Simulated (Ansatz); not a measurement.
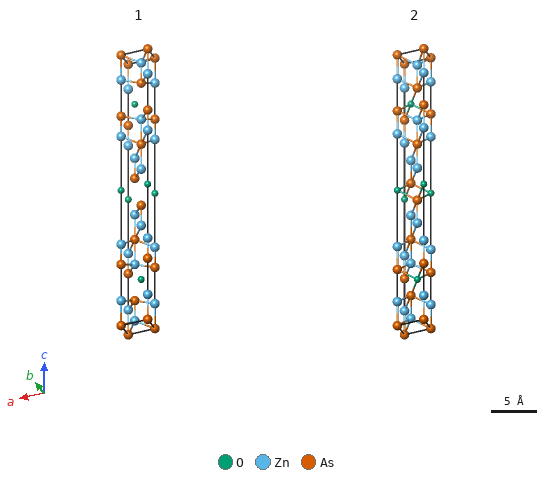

Two geometries of crystalline Zn4As3O (a generated structure, set up in R-3m), drawn at one scale. One is the start of a relaxation, the other its converged end. A ball-and-stick model of the conventional cell (3 times the calculation's cell), seen from a free direction. Lengths and directions refer to the drawn axes.

Level of theory: DFT, PAW plane waves, PBE (Ansatz 0.2.0). Set-up: plane-wave cutoff 420 eV; k-point mesh 5 × 5 × 5; occupations fermi dirac; smearing width 0.1 eV; no spin polarisation; cell and atoms relaxed; at most 40 steps.

### Which of the two is the end point?

Structure 2 is the relaxed one. The largest moves relative to the cell, 0.59 Å, are those of As atoms. By element the largest moves are As 0.59 Å, Zn 0.28 Å. O stays in place. The drawn cell changes as follows: a = b 3.981 → 3.947 Å (−0.8 %), c 31.372 → 31.402 Å (+0.1 %); the volume changes by −1.6 %. Some distances before and after: As–O 2.957 → 2.611 Å, As–Zn 2.341 → 2.655 Å, As–Zn 2.348 → 2.566 Å, As–Zn 2.517 → 2.626 Å. Bond angles that change, for instance: Zn–As–Zn 78.2° → 62.6°, As–Zn–As 101.8° → 117.4°, Zn–As–Zn 115.9° → 100.5°. The space group stays R-3m (No. 166). After 8 accepted moves (11 points after the start) the energy has fallen by 163 meV per atom. Largest force component: 2.1 eV/Å at the start, 0.0018 eV/Å at the end. The pressure goes from 7.81 to 0.00 GPa. The line search rejected the trial step at point 7 of the run. At 2 points the geometry stayed and the basis and grid were re-selected for the new cell (energy shift of 0.2 meV per atom at most each time). Cost: 89 s on 1 thread of Intel(R) Xeon(R) Platinum 8488C (Sapphire Rapids) (shared host), peak memory 0.55 GiB.
